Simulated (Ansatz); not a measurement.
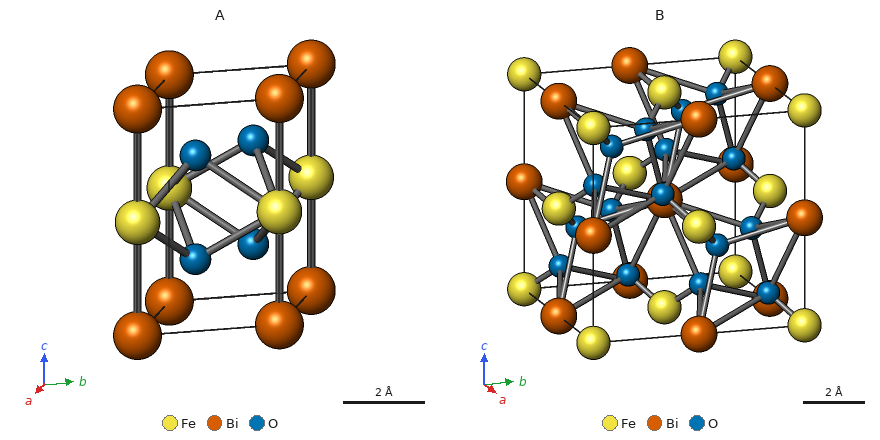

Two structures of FeBiO$_{4}$, each relaxed to rest (conventional cells in solid outline, small ones repeated, not to one scale). Method: Ansatz 0.2.0, DFT PBE, scalar-relativistic, plane waves, PAW, with collinear spins.

**What structure does each panel show?**

A: 6 atoms a cell on a primitive hexagonal lattice, P6/mmm. B: 24 atoms a cell on a face-centred cubic lattice, F-43m.

**Which structure wins energetically, and by what margin?**

B is lower, by 759 meV/atom at this level of theory (energies at zero smearing). Volumes: A 11.2, B 16.3 Å³/atom.

One or both may be structure types tried for this composition rather than known phases.
